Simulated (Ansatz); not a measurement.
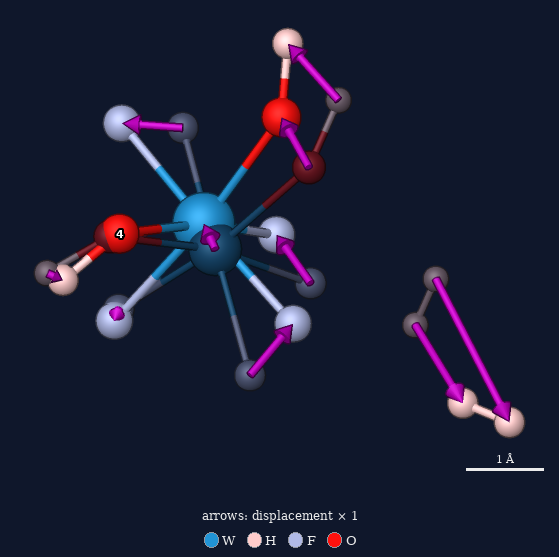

A relaxation of WH4O2F4. The starting structure is drawn faded, the final one solid; purple arrows show the displacements, at their true length. The two geometries are superimposed by the best rigid fit.

A ball-and-stick model, seen face on.

The run prepares an end point of a later path (reaction) calculation, from a guessed geometry.

Level of theory: Ansatz 0.2.0, RKS revPBE/def2-SVP.

Input file:
```yaml
crystal:
  periodic: [false, false, false]
  atoms:
    - { symbol: W, position_ang: [0.319813, 0.388058, -0.238475] }
    - { symbol: H, position_ang: [-0.294608, -0.235343, 2.565691] }
    - { symbol: F, position_ang: [1.966386, 0.222291, -1.159178] }
    - { symbol: O, position_ang: [-0.091602, 2.09349, -0.920662] }
    - { symbol: H, position_ang: [-0.760511, 2.445564, -1.542041] }
    - { symbol: F, position_ang: [-1.345717, 0.387627, 0.649513] }
    - { symbol: F, position_ang: [0.453089, -1.406773, 0.328309] }
    - { symbol: F, position_ang: [-0.427483, -0.336837, -1.816963] }
    - { symbol: O, position_ang: [1.363753, 1.066562, 1.211628] }
    - { symbol: H, position_ang: [2.314952, 1.045642, 1.423325] }
    - { symbol: H, position_ang: [0.274128, 0.073019, 2.877253] }
basis:
  gaussian: { orbitals: def2-SVP }
hamiltonian:
  xc: revpbe
relax:
  f_tol: 0.03
  max_steps: 50
```

Launched with:
```bash
ansatz run input.yaml --threads 4 --pin off --max-ram 5120MiB --backend cpu --events-out ev --progress --plain --runs-dir out
```

Question: Describe the change and its energy.

Answer: The largest move after the best rigid fit is that of H11, 2.34 Å. By element the largest moves are H 2.34 Å, F 0.95 Å, O 0.91 Å, W 0.43 Å. Some distances before and after: W1–H2 2.938 → 4.575 Å, H2–H11 0.718 → 0.767 Å, W1–O9 1.911 → 1.871 Å, W1–O4 1.882 → 1.894 Å. Among the angles between lasting bonds that change: W1–O9–H10 133.6° → 143.8°, W1–O4–H5 134.9° → 128.3°, F6–W1–O9 97.2° → 92.7°. Over 35 accepted moves (38 points after the start) the energy falls by 0.399 eV. Largest force component: 1.5 eV/Å at the start, 0.027 eV/Å at the end. The line search rejected the trial steps at points 11, 14, 16 of the run. The forces were under the threshold at step 15, but the run went on from there. Cost: 28 s on 4 threads of AMD EPYC 9R45 96-Core Processor (Zen 5), with other jobs on the host, peak memory 0.21 GiB.

Limits of the set-up: the start holds two separate molecules, 2.2 Å apart at their closest, whose relative position is a soft coordinate and is computed without a dispersion correction.
